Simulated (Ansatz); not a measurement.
# SiHF (SMILES F[SiH]) at B3LYP/def2-TZVPPD

What is the vertical electron affinity of SiHF at B3LYP/def2-TZVPPD? 

Program for the calculation: Ansatz 0.2.0.

58 further runs of the same task are left out: 58 set aside as unsound or not needed.

### 1 The structure to begin with

The species is SiHF (3 atoms), meant as a singlet with charge 0. SMILES: `F[SiH]`. Geometry: relaxed at PBE0-D4/def2-TZVP.

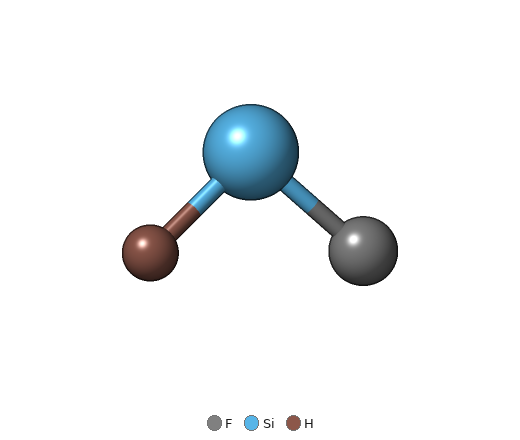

The structure, seen from a chosen angle (fluorine grey, silicon blue, hydrogen brown).

### 2 The energy at B3LYP/def2-TZVPPD

File molecule.yaml:

```yaml
crystal:
  periodic: [false, false, false]
  atoms:
    - {symbol: F, position_ang: [-1.090200, 0.024400, -0.602300]}
    - {symbol: Si, position_ang: [0.186800, 0.629400, 0.173800]}
    - {symbol: H, position_ang: [0.892400, -0.718600, 0.415300]}
basis:
  gaussian:
    orbitals: def2-TZVPPD.json
hamiltonian:
  xc: {name: B3LYP}
accuracy: high
output:
  orbitals: {seedname: orbitals}
```

The basis set def2-TZVPPD is read from a file made from the Basis Set Exchange's data (not shown).

On the command line:

```
$ ansatz run molecule.yaml --threads 1 --pin off --max-ram 3480MiB --events-out events.jsonl --progress --plain --runs-dir runs
```

Output:

```text
Warning: RAYON_NUM_THREADS=1 ignored (pool sized by the plan → 1); use --threads N
Functional definition: B3LYP
  name "B3LYP"
  parameter a0 = 0.2
  parameter ax = 0.72
  parameter ac = 0.81
  exchange = (1 - a0 - ax)*slater_x + ax*b88_x + a0*exact_x
  correlation = (1 - ac)*vwn_rpa_c + ac*lyp_c
1560 factors; integrals over basis functions are off by at most 3.9e-9 eV
mean field evaluation 1: about -10610.8228 eV, gradient 3.6e1 eV
mean field evaluation 2: about -10604.8329 eV, gradient 7.4e1 eV
mean field evaluation 4: about -10612.7482 eV, gradient 9.9e-1 eV
mean field evaluation 8: about -10612.7495 eV, gradient 3.7e-2 eV
mean field evaluation 16: about -10612.7495 eV, gradient 1.1e-6 eV
mean field -10612.74947764 eV, -390.0113497233 hartree, gradient 3.1e-8 eV, S^2 0.000000; 0 other end points of the search recorded, 0 dependent functions left out
reference -10612.74950814 eV, -390.0113508443 hartree; 12, 12 occupied and 93, 93 virtual orbitals, 1560 factors
Total energy: -10612.74950814 eV, -390.0113508443 hartree
```

Run time: 5.1 s. Hardware: 1 thread of Arm Neoverse V1, shared host; peak memory 0.23 GiB.

### 3 The doublet anion

File in.yaml:

```yaml
crystal:
  periodic: [false, false, false]
  atoms:
    - {symbol: F, position_ang: [-1.090200, 0.024400, -0.602300]}
    - {symbol: Si, position_ang: [0.186800, 0.629400, 0.173800]}
    - {symbol: H, position_ang: [0.892400, -0.718600, 0.415300]}
basis:
  gaussian: {orbitals: def2-TZVPPD.json}
total_charge: -1
magnetization: {spin_polarized: true, initial_magnetization: 1}
hamiltonian: {xc: {name: B3LYP}}
accuracy: high
output: {orbitals: {seedname: orbitals}}
```

The basis set def2-TZVPPD is read from a file made from the Basis Set Exchange's data (not shown).

On the command line:

```
$ ansatz run in.yaml --threads 1 --pin off --max-ram 3480MiB --events-out events.jsonl --progress --plain --runs-dir runs
```

Output:

```text
Warning: RAYON_NUM_THREADS=1 ignored (pool sized by the plan → 1); use --threads N
[... 7 set-up lines as earlier in the session ...]
1560 factors; integrals over basis functions are off by at most 3.9e-9 eV
mean field evaluation 1: about -10604.5255 eV, gradient 4.9e1 eV
mean field evaluation 2: about -10596.0645 eV, gradient 7.9e1 eV
mean field evaluation 4: about -10613.3231 eV, gradient 4.9e-1 eV
mean field evaluation 8: about -10613.3428 eV, gradient 8.1e-2 eV
mean field evaluation 16: about -10613.3429 eV, gradient 8.0e-5 eV
mean field -10613.34286459 eV, -390.0331562916 hartree, gradient 8.4e-8 eV, S^2 0.756775; 0 other end points of the search recorded, 0 dependent functions left out
reference -10613.34289295 eV, -390.0331573337 hartree; 13, 12 occupied and 92, 93 virtual orbitals, 1560 factors
Total energy: -10613.34289295 eV, -390.0331573337 hartree
```

Wall time 9 s (1 thread of Arm Neoverse V1, shared host); peak memory 0.31 GiB.

### 4 Summary of results

Level: B3LYP/def2-TZVPPD.

| quantity | value |
| --- | --- |
| singlet SiHF: total energy | -390.01135 Eh |
| singlet SiHF: HOMO energy | -6.85 eV |
| singlet SiHF: LUMO energy | -2.91 eV |
| singlet SiHF: HOMO–LUMO gap | 3.94 eV |
| doublet anion: total energy | -390.03316 Eh |
| doublet anion: HOMO energy (highest over α and β) | 1.71 eV |
| doublet anion: LUMO energy (lowest over α and β) | 4.13 eV |
| doublet anion: ⟨S²⟩ | 0.757 |
| vertical electron affinity (to the doublet anion) | 0.593 eV |

At fixed nuclei the extra electron is bound by 0.59 eV (57.3 kJ/mol). The HOMO (doublet anion) lies at positive energy, 1.71 eV; only total energies tell whether the electron is bound.

The anion's highest level is positive in at least one run, so there the basis alone may hold the extra electron.
